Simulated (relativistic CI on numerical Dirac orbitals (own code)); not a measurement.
# Relativistic CI calculation for Xe²⁷⁺

Xe²⁷⁺. Computed at this level: Dirac-Coulomb-Breit CI, KLI orbitals optimised for each configuration, model QED (radiative potential, 1s self-energy scaled to tabulated hydrogen-like ionisation energies) (relativistic CI on numerical Dirac orbitals, in-house).

Input file:
```
atom Xe  Z=54  charge=27  electrons=27
nucleus A=132  rms_radius_fm=4.7859
hamiltonian dirac-coulomb  breit=on  qed=on  c_scale=1
orbitals kli  potential=per-configuration
slater_scale 1
correlation none
mixing on
configurations
  [Ar] 3d9
  [Ne] 3s2 3p5 3d10
  [Ne] 3s 3p6 3d10
  [Ar] 3d8 4s
  [Ar] 3d8 4p
  [Ar] 3d8 4d
  [Ne] 3s2 3p4 3d10 4s
  [Ar] 3d8 4f
  [Ne] 3s2 3p5 3d9 4s
  [Ne] 3s2 3p4 3d10 4p
  [Ar] 3d7 4s2
  [Ne] 3s2 3p5 3d9 4p
  [Ne] 3s2 3p4 3d10 4d
  [Ne] 3s 3p5 3d10 4s
  [Ar] 3d7 4s 4p
  [Ar] 3d8 5s
  [Ne] 3s 3p5 3d10 4p
  [Ar] 3d7 4p2
  [Ne] 3s2 3p5 3d9 4d
  [Ar] 3d8 5p
  [Ne] 3s 3p6 3d9 4s
  [Ar] 3d7 4s 4d
  [Ar] 3d8 5d
  [Ne] 3s 3p5 3d10 4d
  [Ar] 3d7 4p 4d
  [Ne] 3p6 3d10 4s
  [Ne] 3s 3p6 3d9 4p
  [Ne] 3s2 3p5 3d8 4s2
  [Ne] 3s2 3p5 3d9 4f
  [Ar] 3d8 5f
  [Ar] 3d8 5g
  [Ne] 3p6 3d10 4p
  [Ne] 3s2 3p5 3d8 4s 4p
  [Ar] 3d7 4d2
  [Ar] 3d8 6s
  [Ne] 3s 3p6 3d9 4d
end
```

The program writes its results to a structured record and prints no log; tables and figures of this report are taken from that record.

The lowest 20 levels:

| Configuration | Level | E (eV) | LS purity (%) | Landé g | Lifetime (s; – stable or not computed) |
| --- | --- | --- | --- | --- | --- |
| 3s² 3p⁶ 3d⁹ | ²D₅/₂ | 0 | 100 | 1.196 | – |
| 3s² 3p⁶ 3d⁹ | ²D₃/₂ | 13.53 | 100 | 0.794 | 4.8×10⁻⁵ |
| 3s² 3p⁵ 3d¹⁰ | ²P°₃/₂ | 257.8 | 100 | 1.329 | 1.4×10⁻¹² |
| 3s² 3p⁵ 3d¹⁰ | ²P°₁/₂ | 322.8 | 100 | 0.659 | 8.1×10⁻¹³ |
| 3s 3p⁶ 3d¹⁰ | ²S₁/₂ | 465.2 | 100 | 1.995 | 1.7×10⁻¹² |
| 3s² 3p⁶ 3d⁸ 4s | ⁴F₉/₂ | 618.9 | 94 | 1.317 | 5.6×10⁻⁸ |
| 3s² 3p⁶ 3d⁸ 4s | [(3d₅/₂)⁴ 4s] J = 7/2 | 620.9 | 61 | 1.153 | 1.8×10⁻⁹ |
| 3s² 3p⁶ 3d⁸ 4s | [(3d₅/₂)⁴ 4s] J = 5/2 | 625.4 | 49 | 1.307 | 2.9×10⁻⁹ |
| 3s² 3p⁶ 3d⁸ 4s | [(3d₅/₂)⁴ 4s] J = 3/2 | 625.9 | 53 | 0.885 | 1.4×10⁻⁹ |
| 3s² 3p⁶ 3d⁸ 4s | [(3d₃/₂)³ (3d₅/₂)⁵ 4s] J = 7/2 | 632.3 | 66 | 1.201 | 3.2×10⁻⁹ |
| 3s² 3p⁶ 3d⁸ 4s | [(3d₃/₂)³ (3d₅/₂)⁵ 4s] J = 5/2 | 632.6 | 66 | 0.983 | 3.5×10⁻⁹ |
| 3s² 3p⁶ 3d⁸ 4s | [(3d₅/₂)⁴ 4s] J = 1/2 | 635.6 | 62 | 2.258 | 5.6×10⁻¹⁰ |
| 3s² 3p⁶ 3d⁸ 4s | [(3d₃/₂)³ (3d₅/₂)⁵ 4s] J = 5/2 | 637.9 | 49 | 1.263 | 2.9×10⁻⁹ |
| 3s² 3p⁶ 3d⁸ 4s | [(3d₃/₂)³ (3d₅/₂)⁵ 4s] J = 3/2 | 638.1 | 41 | 1.053 | 2.2×10⁻⁹ |
| 3s² 3p⁶ 3d⁸ 4s | [(3d₃/₂)³ (3d₅/₂)⁵ 4s] J = 3/2 | 641.2 | 63 | 1.543 | 2.0×10⁻⁹ |
| 3s² 3p⁶ 3d⁸ 4s | [(3d₃/₂)³ (3d₅/₂)⁵ 4s] J = 1/2 | 642.6 | 77 | 1.102 | 7.9×10⁻¹⁰ |
| 3s² 3p⁶ 3d⁸ 4s | ²G₉/₂ | 643.0 | 94 | 1.119 | 3.2×10⁻⁹ |
| 3s² 3p⁶ 3d⁸ 4s | ²G₇/₂ | 643.1 | 93 | 0.902 | 2.8×10⁻⁹ |
| 3s² 3p⁶ 3d⁸ 4s | [(3d₃/₂)² 4s] J = 3/2 | 649.6 | 45 | 0.765 | 1.9×10⁻⁹ |
| 3s² 3p⁶ 3d⁸ 4s | [(3d₃/₂)² 4s] J = 5/2 | 649.8 | 43 | 1.115 | 2.0×10⁻⁹ |

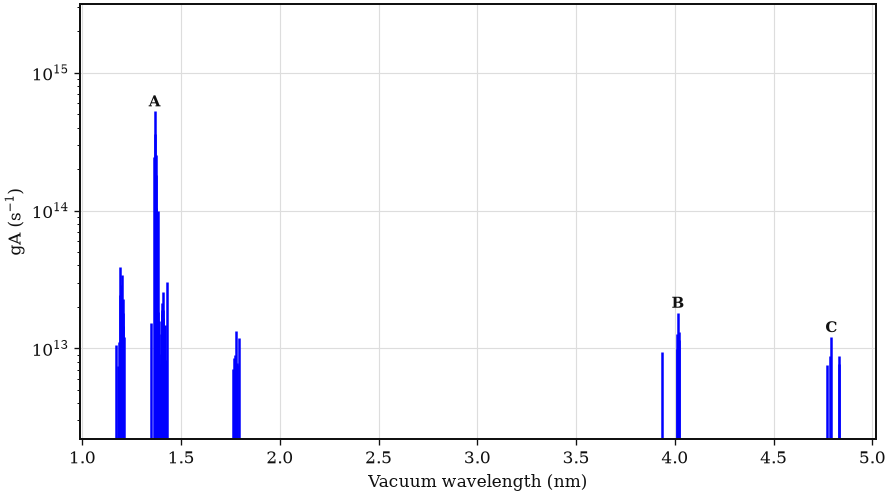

The stronger electric dipole lines (weighted rates gA) for Xe²⁷⁺. A: 3s² 3p⁶ 3d⁸ 4f ²F°₇/₂ → 3s² 3p⁶ 3d⁹ ²D₅/₂, 1.367 nm, gA = 5.2×10¹⁴ s⁻¹; B: 3s² 3p⁵ 3d⁹ 4p [3p₁/₂ (3d₅/₂)⁵ 4p₃/₂] J = 9/2 → 3s² 3p⁶ 3d⁸ 4p ²H°₁₁/₂, 4.016 nm, gA = 1.8×10¹³ s⁻¹; C: 3s² 3p⁵ 3d⁹ 4d J = 11/2 (odd, mixed, level 340) → 3s² 3p⁶ 3d⁸ 4d ⁴H₁₃/₂, 4.793 nm, gA = 1.2×10¹³ s⁻¹. The strongest, A, lies in the soft X-ray region.

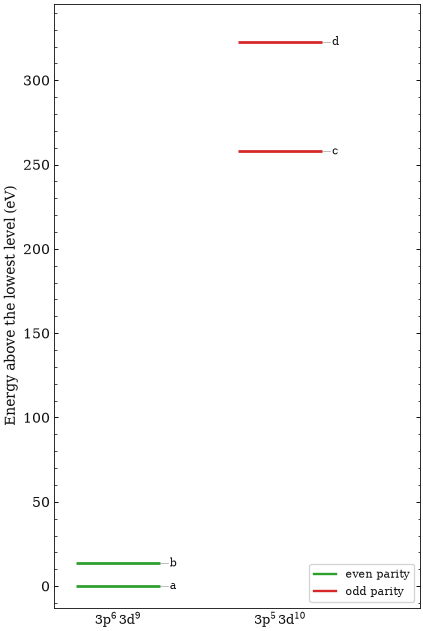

The lowest levels of Xe²⁷⁺ (xenon, Z = 54), with 4 of them lettered. a: 3p⁶ 3d⁹ ²D₅/₂ at 0; b: 3p⁶ 3d⁹ ²D₃/₂ at 13.53 eV; c: 3p⁵ 3d¹⁰ ²P°₃/₂ at 257.8 eV; d: 3p⁵ 3d¹⁰ ²P°₁/₂ at 322.8 eV.

Key numbers:

```
           quantity                            value
            outcome                        converged
       lowest level                3s² 3p⁶ 3d⁹ ²D₅/₂
first excited level  3s² 3p⁶ 3d⁹ ²D₃/₂, 109,117 cm⁻¹
  ionisation energy                      1570.330 eV
    levels computed                             3974
     SCF iterations                              282
           hardware        1 CPU thread, shared host
          wall time                            3.8 s
```

Remarks:

Limits: only a limited list of configurations is included, so lower levels can be missing; only lines among the lowest 400 of 3974 levels are drawn, so those from 3s² 3p⁵ 3d⁹ 4d are incomplete.
